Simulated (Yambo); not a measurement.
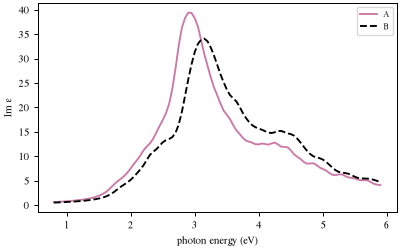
Two computed absorption spectra of SrAlSiH (space group P3m1, No. 156) under biaxial strain of +2 % along x and y, z relaxed (Yambo, PBEsol bands with the same scissor, field along x)

Axes are Cartesian, with cell vectors (Å) (4.29, 0.00, 0.00), (-2.15, 3.72, 0.00), (0.00, 0.00, 4.71).

Question: Which curve includes the electron-hole attraction (BSE)?

Answer: Curve A: the attraction moves weight to lower energy (centre of the plotted range 3.4 eV against 3.6 eV). Settings: 9×9×6 mesh, 3 valence and 6 conduction bands, static screening with 37 bands and a 4 Ry block, scissor 0.66 eV, Tamm-Dancoff. The scissor comes from a G0W0 run whose convergence isn't established. Broadening 0.15 eV. The band window holds all transitions up to 5.9 eV. On this mesh the peak heights and the fine structure are mesh artefacts; only the shift of weight is robust.

The structure is a Materials Project entry; no match was found in the copy of COD used, and its stability was not checked.
